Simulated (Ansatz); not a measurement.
```tsv
atom	x (Å)	y (Å)	z (Å)
C	-1.3208	-1.5592	-1.9487
B	0.1059	-1.3635	-2.5002
Si	-0.9175	0.0582	-1.1791
H	0.6278	-0.2310	-2.0734
H	0.8926	-1.9284	-3.2030
H	-0.3108	0.0978	0.1679
H	-1.2684	1.3110	-1.8800
H	-2.0995	-1.5979	-2.7307
H	-1.4296	-2.4458	-1.2996
```

Geometry: PBE0-D3(BJ)/def2-SVP.

All numbers below come from isolated molecule in a Gaussian basis; Kohn-Sham density functional theory, functional PBE0 (Ansatz 0.2.0).

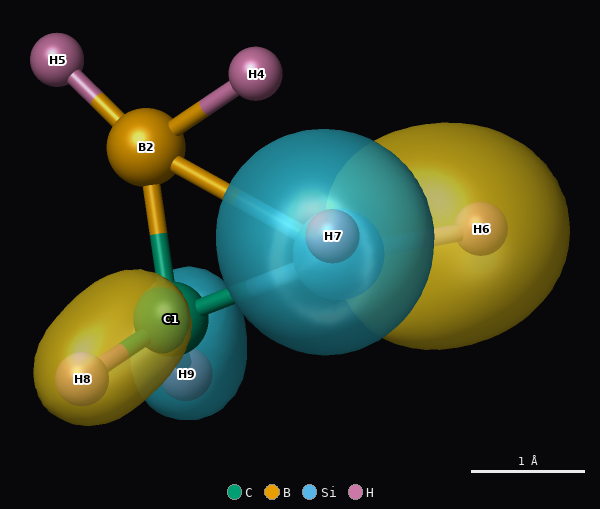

CH₆BSi (charge +1). The HOMO−1 at ±0.15 Å⁻³ᐟ² (yellow and cyan are the two phases), seen at a tilt.

Where does this orbital lie, and at what energy?

By Hirshfeld shares it lies mainly on Si3 (about 35 %), H6 (about 25 %), H7 (about 25 %) and C1 (about 10 %). Its energy is −16.00 eV.
